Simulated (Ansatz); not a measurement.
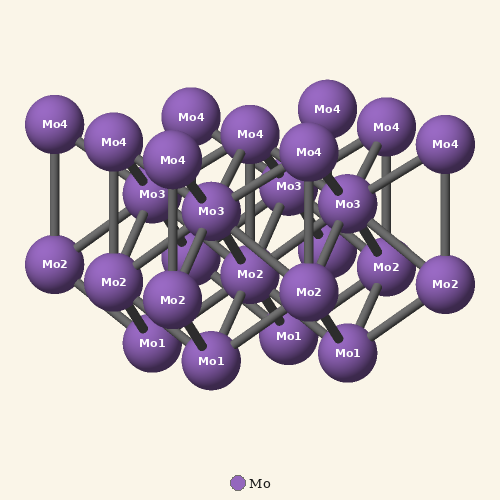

The system is C on a Mo(100) slab cut from the Im-3m phase, its upper half relaxed before the scan (4 atoms of substrate and one adsorbate in a 1 × 1 cell); the picture shows it without the atoms that are moved over the map. C is moved along a line over the surface and along the normal, above a rigid substrate. The first coordinate is: position of C5 along the diagonal of the surface cell, from above Mo4; the second: height of C5 above the plane of Mo4. Grid: 8 × 8 points; 30 points were computed and 17 follow by symmetry. At 17 points there is no value (left out of the scan, as a rule where atoms come close). Points are written as (first, second). All energies are given in eV relative to the lowest grid point. The runs have no spin polarisation, so an open-shell adsorbate far from the surface lies too high. Computed with Ansatz, DFT LDA, scalar-relativistic, plane waves, PAW. Settings: cutoff 420 eV, k-mesh 9×9×1, gaussian smearing 0.1 eV, no spin polarisation.

Range: position of C5 along the diagonal of the surface cell from 0.00 to 3.85 Å; height of C5 above the plane of Mo4 from 0.51 to 4.05 Å.

**What will the energy surface look like?**

The lowest grid point is at (2.20 Å, 0.51 Å) [nearest 1 Mo at 1.87 Å]. It lies on the edge of the grid, but the force there points inwards, so the minimum lies inside the range. The highest grid point, (0.00 Å, 4.05 Å), lies 7.8 eV above the lowest.

```tsv
second ↓, first →	0.00	0.55	1.10	1.65	2.20	2.75	3.30	3.85
4.05	7.8	7.8	7.8	7.8	7.8	7.8	7.8	7.8
3.35	7.4	7.4	7.4	7.4	7.4	7.4	7.4	7.4
2.85	6.6	6.6	6.7	6.7	6.8	6.7	6.7	6.6
2.45	5.5	5.6	5.8	6.0	6.0	6.0	5.8	5.6
1.97	4.0	4.0	4.2	4.6	4.7	4.6	4.2	4.0
1.48	–	–	2.8	2.7	2.8	2.7	2.8	–
1.00	–	–	–	–	0.8	–	–	–
0.51	–	–	–	–	0.0	–	–	–
```

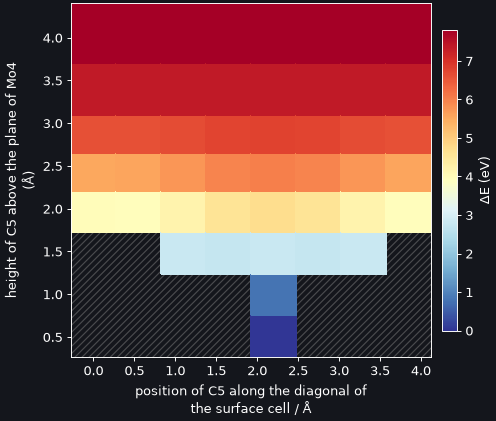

Drawn: one coloured cell a grid point, hatched blanks where no value was computed.

Each point was launched as `ansatz run input.yaml --threads 1 --pin off --max-ram 3072MiB --backend cpu --events-out ev --progress --plain --runs-dir out`. Time for the 30 points that were run: 7.8 min on 1 thread of Intel(R) Xeon(R) Platinum 8259CL CPU @ 2.50GHz (Skylake/Cascade Lake), on a shared host.
